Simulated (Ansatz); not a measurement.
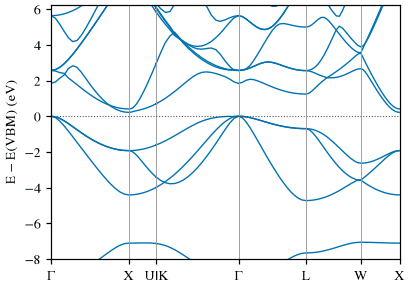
Figure. Band structure from DFT-PBE in the program Ansatz with PAW potentials

**Question.** Read off the gap and where the band edges lie.

**Answer.** About 0.2 eV (0.22 eV by a search for the band edges); maximum at Γ, minimum at X.

The material is Mg$_{2}$Si (fluorite or antifluorite type, space group No. 225).

Space group Fm-3m (fluorite or antifluorite type). The cell was relaxed with PBE under the symmetry of its start; phonons on a q-mesh show no instability.

Potentials: the later of the program's two PAW sets.
